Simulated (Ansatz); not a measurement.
The calculation's input:

```
basis:
  gaussian:
    orbitals: def2-TZVPD
crystal:
  periodic: [false, false, false]
  atoms:
    - {symbol: C, position_ang: [-0.457475, -0.601810, -1.134934]}
    - {symbol: B, position_ang: [-1.767252, -0.882779, -1.497368]}
    - {symbol: B, position_ang: [0.326313, 0.595089, -1.581378]}
    - {symbol: B, position_ang: [-1.194521, 0.413518, -2.095480]}
    - {symbol: H, position_ang: [1.382496, 1.113685, -1.477423]}
hamiltonian:
  xc: pbe0
output: {forces: true, orbitals: {seedname: orbitals}}
```

Command:

```sh
ansatz run input.yaml --threads 1 --pin off --max-ram 2610MiB --events-out events.jsonl --progress --plain --runs-dir runs
```

Geometry: B3LYP/6-31G*.

Computed with isolated molecule in a Gaussian basis; Kohn-Sham density functional theory, functional PBE0 in Ansatz 0.2.0.

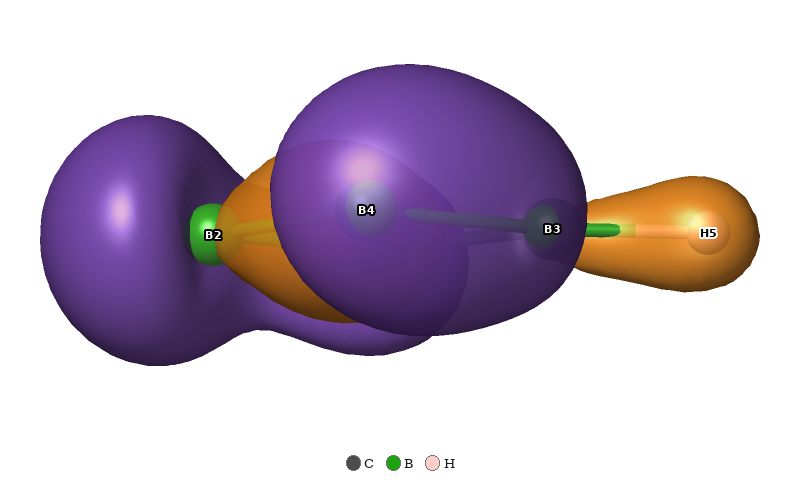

CHB₃ (SMILES B1=C2BB12). One frontier orbital at ±0.15 Å⁻³ᐟ² (orange and purple are the two phases), seen from one side.

**Which orbital is it: HOMO or LUMO?**

The HOMO, at −7.51 eV. By Hirshfeld shares it lies mainly on B4 (about 35 %), B2 (about 30 %), C1 (about 20 %) and B3 (about 10 %); it is symmetric in the molecular plane (an in-plane orbital: σ, lone-pair or in-plane π type).
